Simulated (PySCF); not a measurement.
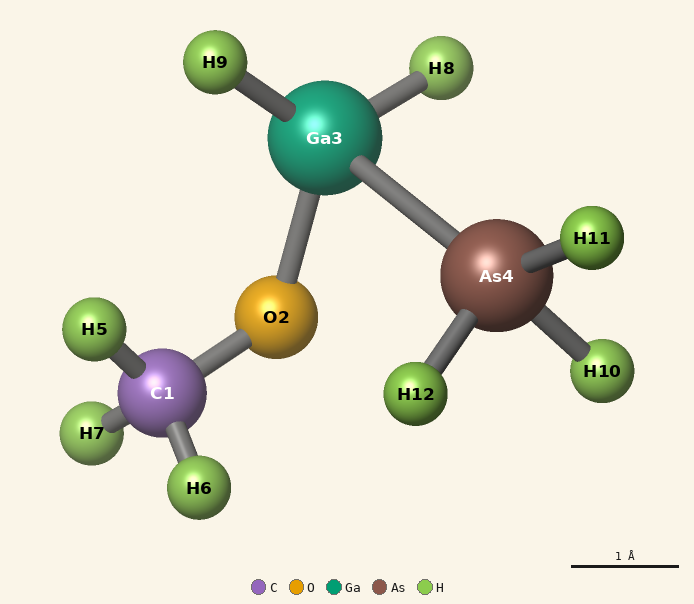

The atoms are numbered. The geometry was computed by an optimisation with PBE0-D3(BJ)/def2-SVP. No frequency run is at hand to confirm it as a minimum.

Give the bond lengths.

```tsv
bond	length (Å)
C1–O2	1.390
C1–H5	1.110
C1–H6	1.109
C1–H7	1.106
O2–Ga3	1.817
Ga3–As4	2.724
Ga3–H8	1.563
Ga3–H9	1.572
As4–H10	1.511
As4–H11	1.518
As4–H12	1.512
```
